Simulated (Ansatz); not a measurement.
# One shape, several levels: doublet [NH4]2+

Wanted: a comparison of 6 runs (U-wB97X/6-31G, UB3LYP/3-21G, UCCSDT(Q)/3-21G, UCCSDT/6-31G, UCCSDTQ/6-31G, FCI/3-21G) of doublet [NH4]2+. 

The results are computed with Ansatz 0.2.0.

2 further runs of the same task are left out: 1 that didn't finish, 1 set aside as unsound or not needed.

## Step 1: The system as given

[NH4]2+: 5 atoms, total charge +2, spin state doublet. SMILES of the parent species: `[NH4+]`. Geometry: relaxed at GFN2-xTB. That shape belongs to the parent species and isn't relaxed for this state.

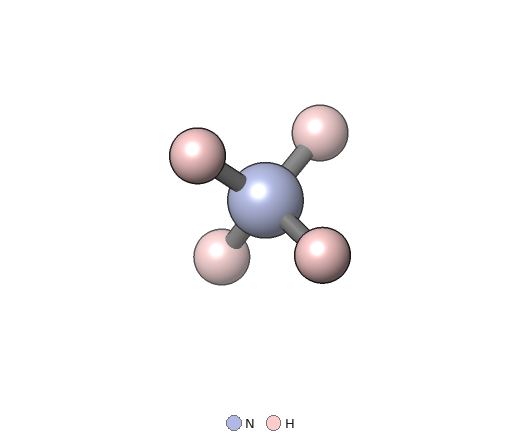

The structure, seen from a chosen angle (nitrogen light blue, hydrogen pink).

## Step 2: The energy at U-wB97X/6-31G (run 1)

Contents of molecule.yaml:

```yaml
basis:
  gaussian:
    orbitals: 6-31G
crystal:
  periodic: [false, false, false]
  atoms:
    - {symbol: "N", position_ang: [0.000080, 0.000050, -0.000010]}
    - {symbol: H, position_ang: [0.455870, -0.450720, 0.805650]}
    - {symbol: H, position_ang: [-0.977900, 0.217540, 0.236550]}
    - {symbol: H, position_ang: [0.024080, -0.637350, -0.808220]}
    - {symbol: H, position_ang: [0.497880, 0.870480, -0.233970]}
total_charge: 2
magnetization:
  spin_polarized: true
  initial_magnetization: 1
hamiltonian:
  xc: {name: wB97X}
accuracy: high
```

Launch:

```sh
ansatz run molecule.yaml --threads 1 --pin off --max-ram 2610MiB --events-out events.jsonl --progress --plain --runs-dir runs
```

Output:

```text
Warning: RAYON_NUM_THREADS=1 ignored (pool sized by the plan → 1); use --threads N
Functional definition: wB97X
  name "wB97X"
  parameter omega = 0.3/bohr
  parameter cx = 0.157706
  parameter cx1 = 0.726479
  parameter cx2 = 1.04760
  parameter cx3 = -5.70635
  parameter cx4 = 13.2794
  parameter css1 = -4.33879
  parameter css2 = 18.2308
  parameter css3 = -31.7430
  parameter css4 = 17.2901
  parameter cos1 = 2.37031
  parameter cos2 = -11.3995
  parameter cos3 = 6.58405
  parameter cos4 = -3.78132
  exchange = spin_sum(e_x_unif_sr(omega)*poly(b97_u_x, 1 - cx, cx1, cx2, cx3, cx4)) + cx*exact_x_sr(omega)
      + exact_x_lr(omega)
  correlation = spin_sum(e_c_pw_same_spin*poly(b97_u_same, 1, css1, css2, css3, css4))
      + integral(e_c_pw_opposite_spin*poly(b97_u_opposite, 1, cos1, cos2, cos3, cos4))
407 factors; integrals over basis functions are off by at most 3.1e-9 eV
150 factors; integrals over basis functions are off by at most 1.6e-9 eV
mean field evaluation 1: about -1513.0426 eV, gradient 4.3e1 eV
mean field evaluation 2: about -1517.8098 eV, gradient 2.7e1 eV
mean field evaluation 4: about -1520.7726 eV, gradient 1.5e-1 eV
mean field evaluation 8: about -1520.7646 eV, gradient 1.0e-1 eV
mean field evaluation 16: about -1520.8316 eV, gradient 7.5e-6 eV
mean field evaluation 32: about -1520.7477 eV, gradient 3.4e-2 eV
mean field -1520.83161372 eV, -55.8895309474 hartree, gradient 1.7e-8 eV, S^2 0.750545; 4 other end points of the search recorded, 0 dependent functions left out
reference -1520.83161263 eV, -55.8895309074 hartree; 5, 4 occupied and 12, 13 virtual orbitals, 407 factors
Total energy: -1520.83161263 eV, -55.8895309074 hartree
```

Wall time 3.9 s (1 thread of Intel Xeon 6975P-C (Granite Rapids), shared host); peak memory 0.28 GiB.

## Step 3: A single-point energy at UB3LYP/3-21G (run 2)

Contents of run.yaml:

```yaml
crystal:
  periodic: [false, false, false]
  atoms:
    - symbol: "N"
      position_ang: [0.000080, 0.000050, -0.000010]
    - symbol: H
      position_ang: [0.455870, -0.450720, 0.805650]
    - symbol: H
      position_ang: [-0.977900, 0.217540, 0.236550]
    - symbol: H
      position_ang: [0.024080, -0.637350, -0.808220]
    - symbol: H
      position_ang: [0.497880, 0.870480, -0.233970]
basis:
  gaussian: {orbitals: 3-21G.json}
total_charge: 2
magnetization: {spin_polarized: true, initial_magnetization: 1}
hamiltonian: {xc: {name: B3LYP}}
accuracy: high
```

The basis set 3-21G is read from a file made from the Basis Set Exchange's data (not shown).

Launch:

```sh
ansatz run run.yaml --threads 1 --pin off --max-ram 2610MiB --events-out events.jsonl --progress --plain --runs-dir runs
```

Output:

```text
Warning: RAYON_NUM_THREADS=1 ignored (pool sized by the plan → 1); use --threads N
Functional definition: B3LYP
  name "B3LYP"
  parameter a0 = 0.2
  parameter ax = 0.72
  parameter ac = 0.81
  exchange = (1 - a0 - ax)*slater_x + ax*b88_x + a0*exact_x
  correlation = (1 - ac)*vwn_rpa_c + ac*lyp_c
338 factors; integrals over basis functions are off by at most 1.8e-8 eV
mean field evaluation 1: about -1502.2823 eV, gradient 5.6e1 eV
mean field evaluation 2: about -1503.3407 eV, gradient 5.0e1 eV
mean field evaluation 4: about -1513.3339 eV, gradient 1.8e-1 eV
mean field evaluation 8: about -1513.3219 eV, gradient 1.8e-1 eV
mean field evaluation 16: about -1513.3544 eV, gradient 5.7e-3 eV
mean field evaluation 32: about -1513.2833 eV, gradient 4.0e-2 eV
mean field -1513.35441494 eV, -55.6147489607 hartree, gradient 2.2e-8 eV, S^2 0.750484; 4 other end points of the search recorded, 0 dependent functions left out
reference -1513.35443234 eV, -55.6147495999 hartree; 5, 4 occupied and 12, 13 virtual orbitals, 338 factors
Total energy: -1513.35443234 eV, -55.6147495999 hartree
```

It took 0.9 s on 1 thread of Intel Xeon 6975P-C (Granite Rapids), shared host; peak memory 0.11 GiB.

Runs 3 to 4 aren't shown in full; the table further down has their settings and results.

## Step 4: The energy at UCCSDTQ/6-31G (run 5)

Contents of run.yaml:

```yaml
crystal:
  periodic: [false, false, false]
  atoms:
    - {symbol: N, position_ang: [0.000080, 0.000050, -0.000010]}
    - {symbol: H, position_ang: [0.455870, -0.450720, 0.805650]}
    - {symbol: H, position_ang: [-0.977900, 0.217540, 0.236550]}
    - {symbol: H, position_ang: [0.024080, -0.637350, -0.808220]}
    - {symbol: H, position_ang: [0.497880, 0.870480, -0.233970]}
basis:
  gaussian:
    orbitals: 6-31G
total_charge: 2
magnetization:
  spin_polarized: true
  initial_magnetization: 1
correlation:
  method: ccsdtq
  frozen_orbitals: {H: 0, "N": 1}
accuracy: high
scf:
  omitted_lower_state_checks: [cluster_reference, increment]
```

Launch:

```sh
ansatz run run.yaml --threads 1 --pin off --max-ram 2610MiB --events-out events.jsonl --progress --plain --runs-dir runs
```

Output:

```text
Warning: RAYON_NUM_THREADS=1 ignored (pool sized by the plan → 1); use --threads N
[... 14 lines left out ...]
1 core orbitals not correlated: weight in the atoms' cores, before any rotation towards them, 1.000 or more for the frozen orbitals, at most 0.000 for the correlated occupied ones
[... 176 lines left out ...]
Total energy: -1515.11650644 eV, -55.6795046288 hartree
Checks for a lower state left out: cluster_reference, increment
```

Wall time 49 s (1 thread of Intel Xeon 6975P-C (Granite Rapids), shared host); peak memory 0.13 GiB.

## Step 5: A single-point energy at FCI/3-21G (run 6)

Contents of run.yaml:

```yaml
crystal:
  periodic: [false, false, false]
  atoms:
    - {symbol: "N", position_ang: [0.000080, 0.000050, -0.000010]}
    - {symbol: H, position_ang: [0.455870, -0.450720, 0.805650]}
    - {symbol: H, position_ang: [-0.977900, 0.217540, 0.236550]}
    - {symbol: H, position_ang: [0.024080, -0.637350, -0.808220]}
    - {symbol: H, position_ang: [0.497880, 0.870480, -0.233970]}
basis:
  gaussian:
    orbitals: 3-21G.json
total_charge: 2
magnetization:
  spin_polarized: true
  initial_magnetization: 1
correlation:
  method: fci
  frozen_orbitals: {H: 0, "N": 1}
accuracy: high
```

The basis set 3-21G is read from a file made from the Basis Set Exchange's data (not shown).

Launch:

```sh
ansatz run run.yaml --threads 1 --pin off --max-ram 2610MiB --events-out events.jsonl --progress --plain --runs-dir runs
```

Output (excerpt; [...] marks lines left out):

```text
Warning: RAYON_NUM_THREADS=1 ignored (pool sized by the plan → 1); use --threads N
Functional definition: HF
  name "HF"
[...]
338 factors; integrals over basis functions are off by at most 1.8e-8 eV
[...]
mean field -1504.58691110 eV, -55.2925491375 hartree, gradient 9.3e-9 eV, S^2 0.753363; 8 other end points of the search recorded, 0 dependent functions left out
1 core orbitals not correlated: weight in the atoms' cores, before any rotation towards them, 1.000 or more for the frozen orbitals, at most 0.000 for the correlated occupied ones
reference -1504.52432426 eV, -55.2902491132 hartree; 4, 3 occupied and 12, 13 virtual orbitals, 338 factors
state -1507.41623535 eV, -55.3965248857 hartree
Total energy: -1507.41623535 eV, -55.3965248857 hartree
```

Run time: 6.9 s. Hardware: 1 thread of Intel Xeon 6975P-C (Granite Rapids), shared host; peak memory 0.32 GiB.

## Step 6: Overview of the runs

```
run            level  frozen core orbitals  energy (Eh)   ⟨S²⟩  wall time
  1    U-wB97X/6-31G                     –   -55.889531  0.751      3.9 s
  2     UB3LYP/3-21G                     –   -55.614750  0.750      0.9 s
  3  UCCSDT(Q)/3-21G                     1   -55.396541  0.753      1.3 s
  4     UCCSDT/6-31G                     1   -55.679353  0.754      1.9 s
  5    UCCSDTQ/6-31G                     1   -55.679505  0.754       49 s
  6        FCI/3-21G                     1   -55.396525      –      6.9 s
```

## Step 7: Results

```
                                         quantity         value
                              run 6: total energy  -55.39652 Eh
run 6: correlation energy (1 core orbital frozen)    -106.3 mEh
```

**Reading.** Against full CI in this basis: UCCSDT(Q) -0.0 mEh. Totals of different functionals can't be ranked against each other. All runs together took 64 s, the longest 49 s.
